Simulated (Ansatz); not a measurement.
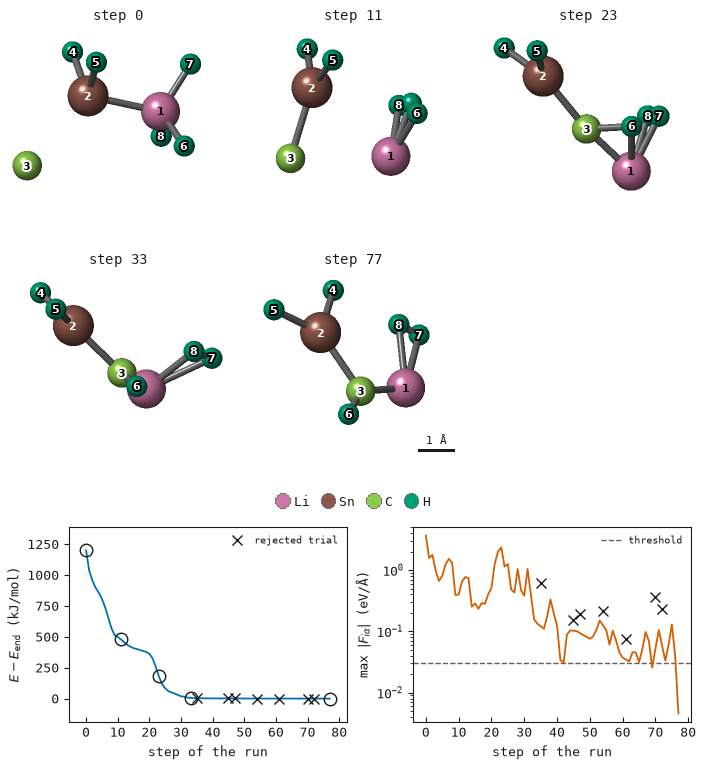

Frames of a relaxation of CH5LiSn, marked on the history of the run. A ball-and-stick model, seen at a tilt.

It is one of the separated reactants of a reaction.

Theory: RKS PBE-D4/def2-SVP (Ansatz 0.2.0).

The input:
```yaml
crystal:
  periodic: [false, false, false]
  atoms:
    - {symbol: Li, position_ang: [0.654302, -0.675952, 0.744921]}
    - {symbol: Sn, position_ang: [-0.500302, 0.549692, -0.638052]}
    - {symbol: C, position_ang: [-2.900972, 1.368151, 0.071310]}
    - {symbol: H, position_ang: [-0.438537, -0.394410, -2.097641]}
    - {symbol: H, position_ang: [0.628649, 1.813069, -1.031675]}
    - {symbol: H, position_ang: [0.901714, 0.115508, 2.101563]}
    - {symbol: H, position_ang: [2.060053, -1.047883, 0.101781]}
    - {symbol: H, position_ang: [-0.132428, -2.017683, 1.074943]}
basis:
  gaussian: {orbitals: def2-SVP}
hamiltonian: {xc: pbe, dispersion: d4}
relax: {f_tol: 0.03, max_steps: 250}
```

Command:
```bash
ansatz run in.yaml --threads 2 --pin off --events-out ev --progress --plain --max-ram 4352MiB
```

What happens along the run?

Over 70 accepted moves (77 points after the start) the energy falls by 1199.3 kJ/mol. Largest force component: 3.6 eV/Å at the start, 0.0046 eV/Å at the end. The line search rejected the trial steps at points 35, 45, 47, 54, 61, 70, 72 of the run. The forces were under the threshold at step 69, but the run went on from there. C3 moves most after the best rigid fit: 2.85 Å. Largest moves by element: C 2.85 Å, H 2.27 Å, Li 1.03 Å, Sn 0.53 Å. Some distances before and after: C3–H6 4.489 → 1.114 Å, Li1–C3 4.156 → 1.908 Å, H7–H8 2.587 → 0.774 Å, Li1–H6 1.590 → 2.871 Å. New bonds form, among them: C3–H6 (4.49 → 1.11 Å), Li1–C3 (4.16 → 1.91 Å), Sn2–C3 (2.63 → 2.01 Å). Bonds break, among them: Li1–H6 (1.59 → 2.87 Å), Li1–Sn2 (2.18 → 3.21 Å). Bond angles that change, for instance: H4–Sn2–H5 100.4° → 106.4°. Cost: 2.1 min on 2 threads of Arm Neoverse V1 (shared host). From step 0 to 11: Li1 moves most (1.28 Å), energy −719.3 kJ/mol. From step 11 to 23: C3 moves most (1.92 Å), energy −300.5 kJ/mol. From step 23 to 33: H7 moves most (1.13 Å), energy −173.9 kJ/mol. From step 33 to 77: H4 moves most (1.65 Å), energy −5.72 kJ/mol.

```csv
step,"E − E(0), kJ/mol","largest force component, eV/Å",note
0,0.00,3.6474,
1,-165.58,1.5698,
2,-243.55,1.7807,
3,-301.07,0.9731,
4,-341.77,0.6631,
5,-391.27,0.8152,
6,-459.02,1.2410,
7,-542.49,1.5271,
8,-628.66,1.3147,
9,-683.82,0.3928,
10,-700.69,0.3987,
14,-778.56,0.2524,
17,-805.90,0.2880,
21,-873.42,1.2704,
24,-1080.38,1.1412,
28,-1158.61,1.0388,
31,-1183.67,1.0455,
35,-1195.23,0.6101,rejected
38,-1196.99,0.3303,
42,-1197.68,0.0309,
45,-1197.82,0.1522,rejected
49,-1198.23,0.0816,
52,-1198.47,0.1059,
56,-1198.72,0.0607,
59,-1198.80,0.0453,
63,-1198.87,0.0455,
66,-1198.92,0.0516,
70,-1198.76,0.3668,rejected
73,-1199.18,0.0332,
77,-1199.33,0.0046,
```
